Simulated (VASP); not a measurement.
# A VASP study of Ni3Sn4 (LDA): structure first, properties next, part 5 of 5

Aim: relax Ni3Sn4, then compute properties on the relaxed cell. The start is a cell from a database of measured crystal structures.

VASP 6.6.1; LDA, spin-polarised from a ferromagnetic start; plane waves and PAW (Ni, Sn_d).

Still holding for the runs below: The k-mesh is coarse for a metal.

So far. Step 11 (Volume scan with LDA, volume scale 1.02): The run ends at a pressure of -2.37 GPa, with forces up to 0.053 eV/Å.

## Step 12: Volume scan with LDA, volume scale 1.04

The input, INCAR:

```
SYSTEM = Ni3Sn4
PREC = Accurate
ENCUT = 400
EDIFF = 1E-06
NELM = 100
ISMEAR = 1
SIGMA = 0.2
LREAL = .FALSE.
ALGO = Normal
GGA = CA
NBANDS = 58
ISPIN = 2
MAGMOM = 1 1 1 0 0 0 0
LASPH = .TRUE.
LMAXMIX = 4
LORBIT = 11
LWAVE = .FALSE.
LCHARG = .FALSE.
KPAR = 4
ISIF = 2
```

The input, POSCAR:

```
Ni3Sn4
1.0
    0.0000000000      4.0503486345      0.0000000000
   -1.3622130592      0.0000000000      5.0317586820
    6.0709494083     -2.0251743172     -0.0234692321
Ni Sn
3 4
Direct
    0.0000000000      0.0000000000      0.0000000000
    0.2155004518      0.3361600603      0.4310009037
    0.7844995482      0.6638399397      0.5689990963
    0.1712789825      0.8115491995      0.3425579650
    0.8287210175      0.1884508005      0.6574420350
    0.4278773484      0.6861292510      0.8557546968
    0.5721226516      0.3138707490      0.1442453032
```

The input, KPOINTS:

```
Automatic mesh
0
Gamma
5 4 5
0 0 0
```

PAW data sets: Ni and Sn_d (LDA family, release 64).

Started as:

```
$ mpirun -np 4 vasp_std
```

The program printed:

```text
[... set-up lines as in an earlier step ...]
 entering main loop
       N       E                     dE             d eps       ncg     rms          rms(c)
DAV:   1     0.832672086947E+03    0.83267E+03   -0.32331E+04  8018   0.209E+03
DAV:   2     0.101603962104E+03   -0.73107E+03   -0.70374E+03  7656   0.552E+02
DAV:   3    -0.342667033321E+02   -0.13587E+03   -0.13208E+03  8006   0.208E+02
DAV:   4    -0.418463621578E+02   -0.75797E+01   -0.75247E+01  8758   0.559E+01
[...]
DAV:  14    -0.396617583819E+02    0.19951E-04   -0.84293E-05  9270   0.114E-01    0.350E-02
DAV:  15    -0.396617600346E+02   -0.16527E-05   -0.13410E-05  8750   0.242E-02    0.146E-02
DAV:  16    -0.396617592718E+02    0.76271E-06   -0.22838E-06  5966   0.151E-02
   1 F= -.39661759E+02 E0= -.39658693E+02  d E =-.919871E-02  mag=    -0.0001
```

Run time: 42 s. Hardware: 4 MPI ranks of Intel Xeon 6975P-C (Granite Rapids), shared host; peak memory 1.3 GiB; 2.8 min of CPU time.

From OUTCAR (step 12):

```text
  Total       -3.5085281     -3.4645597     -3.4280904     -0.0000000     -0.0000000      0.2089809
  in kB      -45.4801066    -44.9101566    -44.4374141     -0.0000000     -0.0000000      2.7089633
  external PRESSURE =     -44.9425591 kB  Pullay stress =       0.0000000 kB

 POSITION                                       TOTAL-FORCE (eV/Angst)
 -----------------------------------------------------------------------------------
      0.00000      0.00000      0.00000        -0.000000      0.000000      0.000000
      2.15866     -0.00000      1.68136         0.004919      0.000000      0.015205
      2.55007      2.02517      3.32693        -0.004919     -0.000000     -0.015205
      0.97415      0.00000      4.07548         0.036400      0.000000      0.043716
      3.73459      2.02517      0.93281        -0.036400     -0.000000     -0.043716
      4.26059      0.00000      3.43235        -0.089906     -0.000000      0.033399
      0.44815      2.02517      1.57594         0.089906      0.000000     -0.033399
 -----------------------------------------------------------------------------------
    total drift:                                0.000000     -0.000000      0.000000

  FREE ENERGIE OF THE ION-ELECTRON SYSTEM (eV)
  ---------------------------------------------------
  free  energy   TOTEN  =       -39.6617592718 eV

  energy  without entropy=      -39.6525605629  energy(sigma->0) =      -39.65869304

 magnetization (x)
# of ion       s       p       d       tot
------------------------------------------
    1       -0.000  -0.000   0.000   0.000
    2        0.000  -0.000   0.000  -0.000
    3        0.000  -0.000   0.000  -0.000
    4       -0.000  -0.000  -0.000  -0.000
    5       -0.000  -0.000  -0.000  -0.000
    6       -0.000  -0.000  -0.000  -0.000
    7       -0.000  -0.000  -0.000  -0.000
--------------------------------------------------
tot         -0.000  -0.000   0.000  -0.000

[... 1 part as in an earlier step ...]

[... 2 further parts left out ...]
[key lines of the parts left out:]
E-fermi :   9.6023
```

The pressure falls from -2.37 to -4.49 GPa.

The run ends at a pressure of -4.49 GPa, with forces up to 0.096 eV/Å.

## Step 13: Volume scan with LDA, volume scale 1.06

A prediction first. A parabola through the 6 pressures of evenly scaled cells so far, P = 0.03 -127.7 t +318 t² GPa with t = ln(V/V₁) and V₁ the volume at scale 1, gives -6.33 GPa at t = +0.0583.

INCAR is that of step 12.

POSCAR, as its differences from that of step 12:

```diff
@@ -2,5 +2,5 @@
 1.0
-    0.0000000000      4.0503486345      0.0000000000
-   -1.3622130592      0.0000000000      5.0317586820
-    6.0709494083     -2.0251743172     -0.0234692321
+    0.0000000000      4.0761477290      0.0000000000
+   -1.3708898095      0.0000000000      5.0638089645
+    6.1096189185     -2.0380738645     -0.0236187217
 Ni Sn
```

KPOINTS is that of step 12.

Started as:

```
$ mpirun -np 4 vasp_std
```

The program printed:

```text
[... set-up lines as in an earlier step ...]
 entering main loop
       N       E                     dE             d eps       ncg     rms          rms(c)
DAV:   1     0.834493523449E+03    0.83449E+03   -0.32376E+04  7986   0.208E+03
DAV:   2     0.102705469829E+03   -0.73179E+03   -0.70443E+03  7656   0.555E+02
DAV:   3    -0.340965162701E+02   -0.13680E+03   -0.13295E+03  7940   0.208E+02
DAV:   4    -0.417550755399E+02   -0.76586E+01   -0.76029E+01  8774   0.560E+01
[...]
DAV:  14    -0.395834422156E+02    0.80911E-05   -0.68666E-05  9544   0.898E-02    0.344E-02
DAV:  15    -0.395834429536E+02   -0.73802E-06   -0.10670E-05  7674   0.248E-02    0.119E-02
DAV:  16    -0.395834425999E+02    0.35370E-06   -0.15085E-06  4628   0.119E-02
   1 F= -.39583443E+02 E0= -.39580572E+02  d E =-.861175E-02  mag=    -0.0001
```

Run time: 41 s. Hardware: 4 MPI ranks; peak memory 1.3 GiB.

From OUTCAR (step 13):

```text
  Total       -5.0879624     -5.0318873     -4.9837961      0.0000000      0.0000000      0.2994595
  in kB      -64.7094758    -63.9963047    -63.3846725      0.0000000      0.0000000      3.8085708
  external PRESSURE =     -64.0301510 kB  Pullay stress =       0.0000000 kB

 POSITION                                       TOTAL-FORCE (eV/Angst)
 -----------------------------------------------------------------------------------
      0.00000      0.00000      0.00000         0.000000     -0.000000     -0.000000
      2.17241     -0.00000      1.69207         0.004294      0.000000      0.022017
      2.56632      2.03807      3.34812        -0.004294      0.000000     -0.022017
      0.98035      0.00000      4.10144         0.053165      0.000000      0.062620
      3.75838      2.03807      0.93875        -0.053165      0.000000     -0.062620
      4.28773      0.00000      3.45422        -0.127543      0.000000      0.046673
      0.45100      2.03807      1.58597         0.127543      0.000000     -0.046673
 -----------------------------------------------------------------------------------
    total drift:                                0.000000      0.000000      0.000000

  FREE ENERGIE OF THE ION-ELECTRON SYSTEM (eV)
  ---------------------------------------------------
  free  energy   TOTEN  =       -39.5834425999 eV

  energy  without entropy=      -39.5748308500  energy(sigma->0) =      -39.58057202

 magnetization (x)
# of ion       s       p       d       tot
------------------------------------------
    1       -0.000  -0.000  -0.000  -0.000
    2       -0.000  -0.000  -0.000  -0.000
    3       -0.000  -0.000  -0.000  -0.000
    4       -0.000  -0.000  -0.000  -0.000
    5       -0.000  -0.000  -0.000  -0.000
    6       -0.000  -0.000  -0.000  -0.000
    7       -0.000  -0.000  -0.000  -0.000
--------------------------------------------------
tot         -0.000  -0.000  -0.000  -0.000

[... 1 part as in an earlier step ...]

[... 2 further parts left out ...]
[key lines of the parts left out:]
E-fermi :   9.3317
```

The pressure falls from -4.49 to -6.40 GPa. The parabola predicted -6.33 GPa, +0.07 GPa off.

## Step 14: Comparing the runs

Times are for 4 MPI ranks of Intel Xeon 6975P-C (Granite Rapids), shared host. The series side by side:

```tsv
no.	volume scale	energy above the lowest point (meV/atom)	pressure (GPa)	time	memory (GiB)
1	0.94	29.01	9.161	40 s	1.2
2	0.96	12.73	5.751	40 s	1.2
3	0.98	3.31	2.743	43 s	1.3
4	1	0	0.03868	45 s	1.3
5	1.02	2.1	-2.369	45 s	1.3
6	1.04	9.02	-4.494	42 s	1.3
7	1.06	20.18	-6.403	41 s	1.3
```

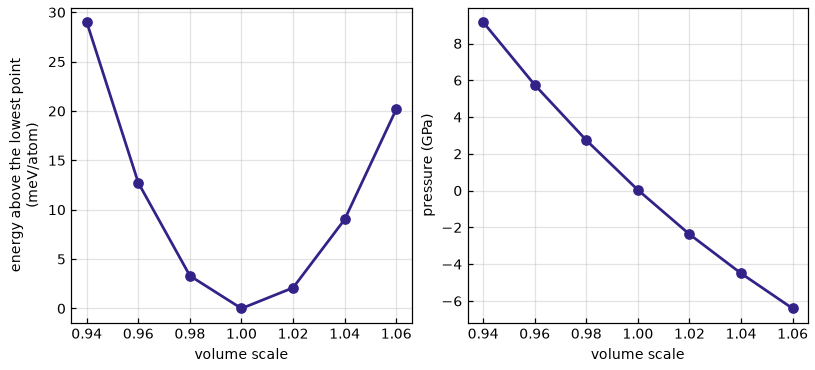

The series as plots.

## Step 15: Fit for LDA

This step: Birch-Murnaghan fit, LDA; plane waves and PAW (VASP 6.6.1).

This step runs nothing: it gathers the runs above.

Numbers from this step:

| Item | Value |
| --- | --- |
| pressure derivative of the bulk modulus | 4.967 |
| r.m.s. error of the fit | 5.27e-6 eV/atom |
| minimum inside the sampled range | yes |
| bulk modulus | 126.4 GPa |
| equilibrium volume of the fit | 17.01 Å³/atom |

The energy above the fitted minimum by volume:

```tsv
volume (Å³/atom)	energy above the fitted minimum (eV/atom)
15.959	0.0290
16.299	0.0128
16.638	0.00333
16.978	2.3e-5
17.317	0.00212
17.657	0.00904
17.997	0.0202
```

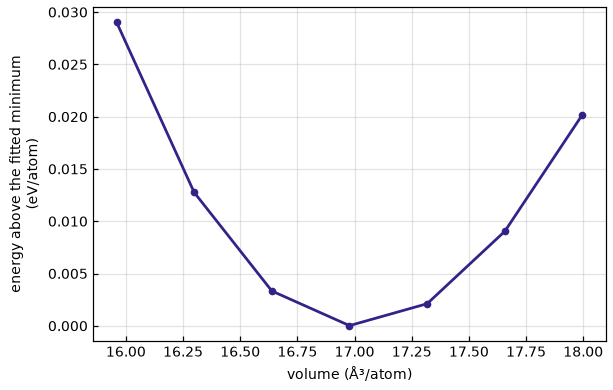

Energy above the fitted minimum, plotted against volume.

The fitted volume lies +0.19 % from the relaxed one. At a finite cutoff and mesh the minimum of the energy and the zero of the stress don't quite coincide, and the relaxation stops at a threshold. The atoms bear forces along the scan, since they were held; freeing them would lower the modulus.

## Step 16: Summary of results

```
relaxed volume                            : 16.98 Å³/atom
relaxed conventional cell a, b, c         : 11.984, 3.998, 5.145 Å; angles 90.0, 105.4, 90.0°
space group after relaxing, within 0.02 Å : C2/m (No. 12)
moment of the cell (8×6×8 mesh)           : 0 μB
band gap                                  : none, a metal
DOS at the Fermi level                    : 2.77 states/eV/cell
bulk modulus from the fit                 : 126 GPa
volume from the fit                       : 17.0 Å³/atom
```

In words: With LDA, Ni3Sn4 relaxes to 16.98 Å³/atom in space group C2/m, comes out as a metal, loses the moments it was started with and has a bulk modulus of 126 GPa at fixed shape and positions, an upper bound. Against the listed cell the volume lies -4.9 % (a -1.9 %, b -1.5 %, c -1.4 %). Bands along the symmetry lines (LDA): Of the bands kept, 4 cross the Fermi level on this path. Spin-orbit coupling is left out, and with elements this heavy it would split and shift bands near the Fermi level. The k-sampling is coarse for a metal, so the Fermi level, moments, pressures and the shape of the cell carry errors. Only the typed magnetic starts were tried, so the magnetic ground state may differ and with it the other results. No search among competing phases was made, and a listed structure need not be the one stable at ambient conditions. All values are for a static lattice at zero temperature.

[Lines on the potential files, build, host, timing and source positions are cut from VASP's logs without a mark.]

[Logs are printed without paths, hosts, clocks, repeated set-up lines and the standing remarks that a program may print on its own settings, such as how far it seeks lower states.]

[Hosts, paths, dates, database ids (printed as entryN), source tags and the programs' standing remarks are cut or masked in the printed files.]

[A measured line is paired with the nearest computed mode of its activity, which favours agreement.]
